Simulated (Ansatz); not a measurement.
# One shape, several levels: SiH2F2 (SiF2H2)

Aim: a comparison of 3 runs (revPBE/STO-3G, wB97X/STO-3G, CCSD(T)/STO-3G) of SiH2F2 (SiF2H2). 

The calculation is run with Ansatz 0.2.0.

54 further runs of the same task are left out: 4 that didn't finish, 50 set aside as unsound or not needed.

## (1) The system as given

SiH2F2: 5 atoms, total charge 0, spin state singlet. SMILES: `[H][Si]([H])(F)F`. The F2–Si1 distance was set to 1.993 Å, away from the relaxed value.

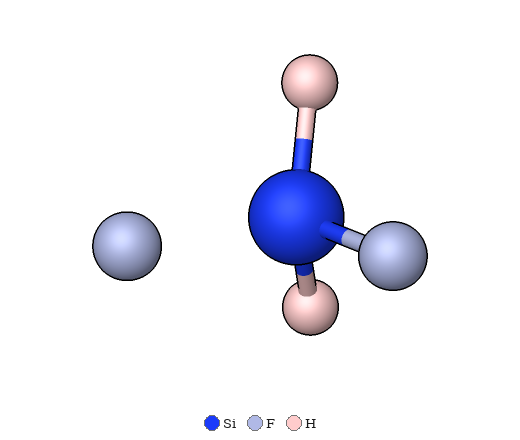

The structure, seen from a chosen angle (silicon blue, fluorine light blue, hydrogen pink).

## (2) A single-point energy at revPBE/STO-3G (run 1)

Contents of job.yaml:

```yaml
crystal:
  periodic: [false, false, false]
  atoms:
    - {symbol: Si, position_ang: [-0.116510, 0.005410, -0.461980]}
    - {symbol: F, position_ang: [0.009240, -0.018840, 1.526500]}
    - {symbol: F, position_ang: [1.410870, 0.015480, -0.917430]}
    - {symbol: H, position_ang: [-0.705290, 1.262650, -0.853230]}
    - {symbol: H, position_ang: [-0.698890, -1.245300, -0.884610]}
basis:
  gaussian:
    orbitals: STO-3G
magnetization:
  spin_polarized: false
accuracy: high
hamiltonian:
  xc: {name: revPBE}
```

Run with:

```
$ ansatz run job.yaml --threads 1 --pin off --max-ram 2610MiB --events-out events.jsonl --progress --plain --runs-dir runs
```

The program printed:

```text
Warning: RAYON_NUM_THREADS=1 ignored (pool sized by the plan → 1); use --threads N
Functional definition: revPBE
  name "revPBE"
  parameter kappa = 1.245
  parameter beta = 0.06672455060314922
  exchange = pbe_x(kappa = kappa, mu = beta*pi^2/3)
  correlation = pbe_c(beta = beta)
379 factors; integrals over basis functions are off by at most 2.3e-8 eV
mean field evaluation 1: about -13166.7626 eV, gradient 2.6e1 eV
mean field evaluation 2: about -13150.0484 eV, gradient 7.8e1 eV
mean field evaluation 4: about -13169.3459 eV, gradient 8.2e0 eV
mean field evaluation 8: about -13169.5673 eV, gradient 6.3e-2 eV
mean field evaluation 16: about -13169.5673 eV, gradient 1.4e-7 eV
mean field -13169.56729593 eV, -483.9726714722 hartree, gradient 1.5e-8 eV, S^2 0.000000; 0 other end points of the search recorded, 0 dependent functions left out
reference -13169.56729772 eV, -483.9726715379 hartree; 17, 17 occupied and 4, 4 virtual orbitals, 379 factors
Total energy: -13169.56729772 eV, -483.9726715379 hartree
```

It took 1.2 s on 1 thread of Arm Neoverse V1, shared host; peak memory 0.097 GiB.

## (3) The energy at wB97X/STO-3G (run 2)

Contents of run.yaml:

```yaml
crystal:
  periodic: [false, false, false]
  atoms:
    - {symbol: Si, position_ang: [-0.116510, 0.005410, -0.461980]}
    - {symbol: F, position_ang: [0.009240, -0.018840, 1.526500]}
    - {symbol: F, position_ang: [1.410870, 0.015480, -0.917430]}
    - {symbol: H, position_ang: [-0.705290, 1.262650, -0.853230]}
    - {symbol: H, position_ang: [-0.698890, -1.245300, -0.884610]}
basis:
  gaussian: {orbitals: STO-3G}
hamiltonian: {xc: {name: wB97X}}
accuracy: high
```

Run with:

```
$ ansatz run run.yaml --threads 1 --pin off --max-ram 2610MiB --events-out events.jsonl --progress --plain --runs-dir runs
```

The program printed, cut to the lines that bear on the results:

```text
Warning: RAYON_NUM_THREADS=1 ignored (pool sized by the plan → 1); use --threads N
Functional definition: wB97X
  name "wB97X"
[...]
      + exact_x_lr(omega)
[...]
      + integral(e_c_pw_opposite_spin*poly(b97_u_opposite, 1, cos1, cos2, cos3, cos4))
379 factors; integrals over basis functions are off by at most 2.3e-8 eV
147 factors; integrals over basis functions are off by at most 1.2e-9 eV
[...]
mean field -13171.75830373 eV, -484.0531895238 hartree, gradient 3.8e-8 eV, S^2 0.000000; 0 other end points of the search recorded, 0 dependent functions left out
reference -13171.75830242 eV, -484.0531894755 hartree; 17, 17 occupied and 4, 4 virtual orbitals, 379 factors
Total energy: -13171.75830242 eV, -484.0531894755 hartree
```

It took 5.7 s on 1 thread of Arm Neoverse V1, shared host; peak memory 0.25 GiB.

## (4) The energy at CCSD(T)/STO-3G (run 3)

Contents of molecule.yaml:

```yaml
crystal:
  periodic: [false, false, false]
  atoms:
    - {symbol: Si, position_ang: [-0.116510, 0.005410, -0.461980]}
    - {symbol: F, position_ang: [0.009240, -0.018840, 1.526500]}
    - {symbol: F, position_ang: [1.410870, 0.015480, -0.917430]}
    - {symbol: H, position_ang: [-0.705290, 1.262650, -0.853230]}
    - {symbol: H, position_ang: [-0.698890, -1.245300, -0.884610]}
basis:
  gaussian: {orbitals: STO-3G}
correlation: {method: ccsd_t, frozen_orbitals: {F: 1, H: 0, Si: 5}}
accuracy: high
scf: {omitted_lower_state_checks: [cluster_reference, increment]}
```

Run with:

```
$ ansatz run molecule.yaml --threads 1 --pin off --max-ram 2610MiB --events-out events.jsonl --progress --plain --runs-dir runs
```

The program printed, cut to the lines that bear on the results:

```text
Warning: RAYON_NUM_THREADS=1 ignored (pool sized by the plan → 1); use --threads N
Functional definition: HF
  name "HF"
[...]
379 factors; integrals over basis functions are off by at most 2.3e-8 eV
[...]
mean field -13137.70415099 eV, -482.8017224933 hartree, gradient 5.9e-9 eV, S^2 0.000000; 0 other end points of the search recorded, 0 dependent functions left out; unrestricted orbitals would lower it
7 core orbitals not correlated: weight in the atoms' cores, before any rotation towards them, 1.000 or more for the frozen orbitals, at most 0.000 for the correlated occupied ones
reference -13137.70415099 eV, -482.8017224933 hartree; 10, 10 occupied and 4, 4 virtual orbitals, 379 factors
second order -2.10608555 eV of doubles, -0.00000000 eV of singles
cycle   1  -2.58033844 eV  change   -4.7e-1 eV  update   8.4e-2
[...]
cycle  24  -2.94598362 eV  change   8.1e-10 eV  update  5.6e-10
perturbative correction -0.09370723 eV, -0.0034436772 hartree
Total energy: -13140.74384185 eV, -482.9134290717 hartree
Checks for a lower state left out: cluster_reference, increment
```

Wall time 0.2 s (1 thread of Arm Neoverse V1, shared host).

## (5) All runs side by side

```tsv
run	level	frozen core orbitals	energy (Eh)	wall time
1	revPBE/STO-3G	–	-483.972672	1.2 s
2	wB97X/STO-3G	–	-484.053189	5.7 s
3	CCSD(T)/STO-3G	7	-482.913429	0.2 s
```

## (6) What came out

```
                                          quantity          value
                               run 3: total energy  -482.91343 Eh
run 3: correlation energy (7 core orbitals frozen)     -111.7 mEh
                             run 3: (T) correction      -3.44 mEh
                              run 3: T1 diagnostic          0.013
```

In words: Totals of different functionals can't be ranked against each other. In run 3 the log says that unrestricted orbitals would lower the reference, so the values rest on an unstable closed-shell determinant (other closed-shell runs at this shape may share the fault). In runs 1, 2, 3 the basis is minimal, so the values are rough. All runs together took 7.1 s, the longest 5.7 s.
